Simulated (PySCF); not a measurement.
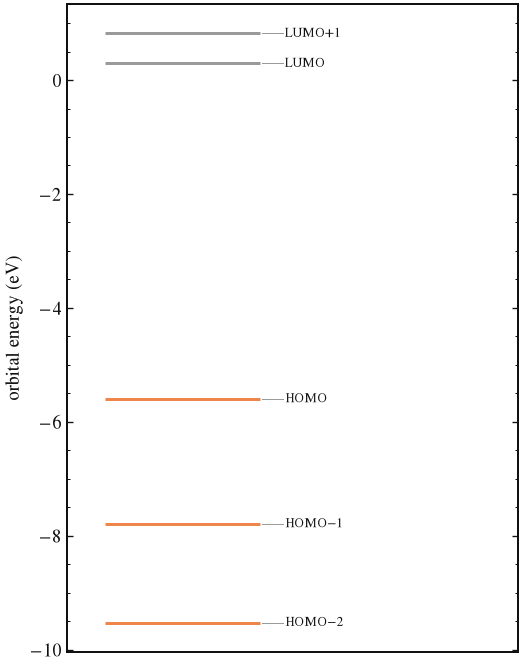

Kohn-Sham orbital energies near the frontier, PBE0/def2-SVPD with PySCF 2.14.0, at a GFN2-xTB geometry (no frequency check), isolated molecule; empty levels in grey, levels within 0.03 eV side by side.

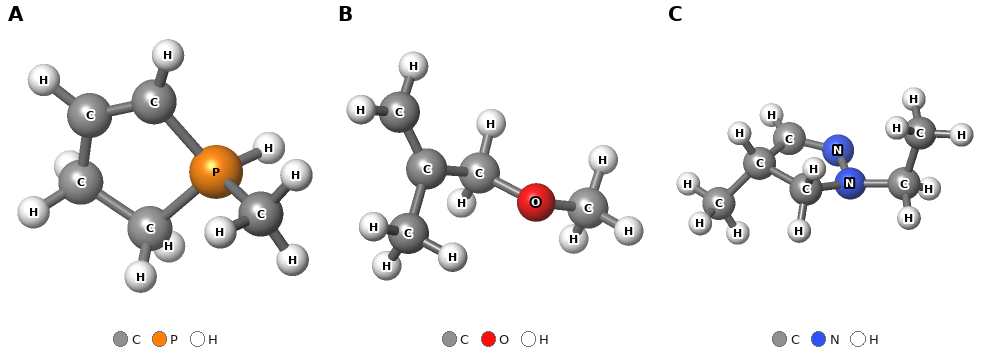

Question: Which molecule has this level scheme? Choose among the lettered structures. Charge and spin: A +1 singlet; B neutral singlet; C neutral singlet.

Answer: Structure C, C₆H₁₂N₂, SMILES CCN1C[C@H](C)C=N1. HOMO −5.60 eV, LUMO 0.29 eV, separation 5.89 eV.

Caveats: the tight-binding geometry is rougher than a DFT one and adds to the error; one conformer of a flexible molecule; empty levels above zero depend strongly on the basis.
